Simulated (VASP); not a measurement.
Data:

```yaml
crystal:
  lattice:
    - [4.09533, -2.26668, -0.01836]
    - [4.09533, 2.26668, -0.01836]
    - [2.85747, 0.00000, 3.70739]
  atoms:
    - { symbol: Bi, position: [0.23698, 0.23698, 0.23698] }
    - { symbol: Bi, position: [0.76302, 0.76302, 0.76302] }
```

Level of theory: PBE GGA with D3 dispersion (Becke-Johnson damping), VASP's PBE PAW potentials (set 64) (plane waves; VASP). Settings: 520 eV cut-off, 11×11×11 Γ-centred mesh, tetrahedra with Blöchl corrections, potentials Bi_d.

Unless said otherwise, spin-orbit coupling is left out, though it shifts the bands of the heavy elements here.

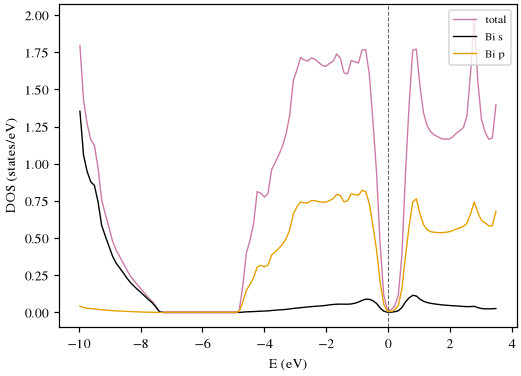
Figure. Total and projected density of states, zero at the Fermi level

Within 2 eV below the Fermi level the largest weight inside VASP's projection spheres is Bi p.

It has no gap at this level: it comes out as a metal or semimetal.

The compound is Bi in the a7 structure. It was relaxed first.
